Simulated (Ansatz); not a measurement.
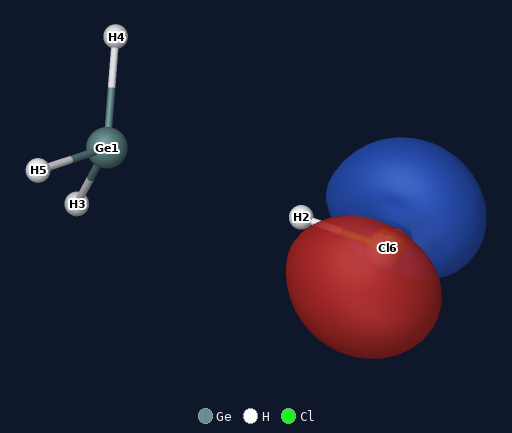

The picture shows: GeH$_{3}$···HCl (doublet). The HOMO (β) at ±0.15 Å⁻³ᐟ² (red and blue are the two phases), seen at an oblique angle.

Method: Ansatz, UKS BHLYP/def2-SVP.

```yaml
atoms:
  - { symbol: Ge, position_ang: [0.0004, 0.0000, -0.3339] }
  - { symbol: H, position_ang: [0.0010, 0.0000, 2.5582] }
  - { symbol: H, position_ang: [1.4646, 0.0000, -0.7817] }
  - { symbol: H, position_ang: [-0.7317, 1.2680, -0.7818] }
  - { symbol: H, position_ang: [-0.7317, -1.2680, -0.7818] }
  - { symbol: Cl, position_ang: [-0.0008, 0.0000, 3.8424] }
```

Question: What is the character of this orbital?

Answer: By Hirshfeld shares it lies mainly on Cl6 (about 95 %); largely a lone pair of Cl6. It is one of a degenerate set, so its orientation is arbitrary. Its energy is −10.18 eV.
